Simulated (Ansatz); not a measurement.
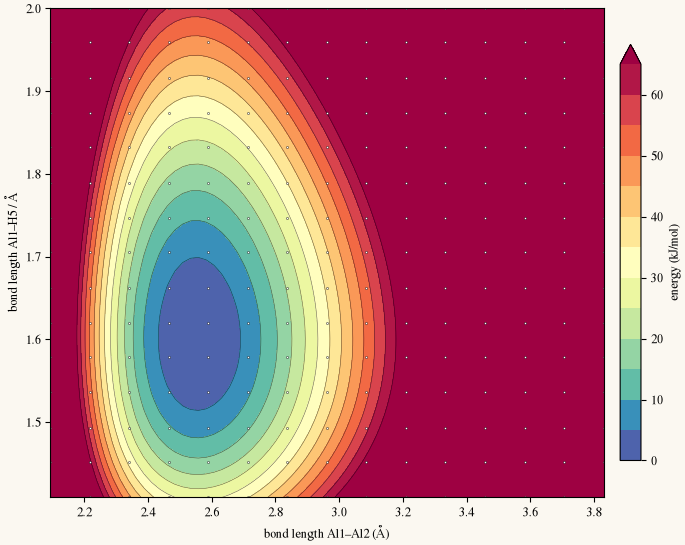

Al2BrH3, SMILES [AlH2][AlH][Br]. First axis: bond length Al1–Al2. Second axis: bond length Al1–H5. Nothing is relaxed (all other coordinates rigid). Grid: 15 × 15 points. Points are written as (first, second). Energies are in kJ/mol, from the relaxed molecule at the same level. The reference is spin-restricted, which grows unreliable where a bond is stretched far. The calculation used Ansatz 0.2.0, RKS SPW92 (LDA)/def2-TZVP.

The picture shows filled contours, dots at the grid points, one colour for all values above the top of the scale. Between grid points the surface is interpolated.

Q: Where is the minimum, and how stiff is the well along each coordinate?

A: The interpolated minimum is at bond length Al1–Al2 ≈ 2.553 Å, bond length Al1–H5 ≈ 1.601 Å. The curvatures there are about 6.3 eV/Å² and 12 eV/Å², with a cross term of about 0 eV/Å². Round the minimum the two coordinates are nearly uncoupled. (1 eV is 96.5 kJ/mol.)
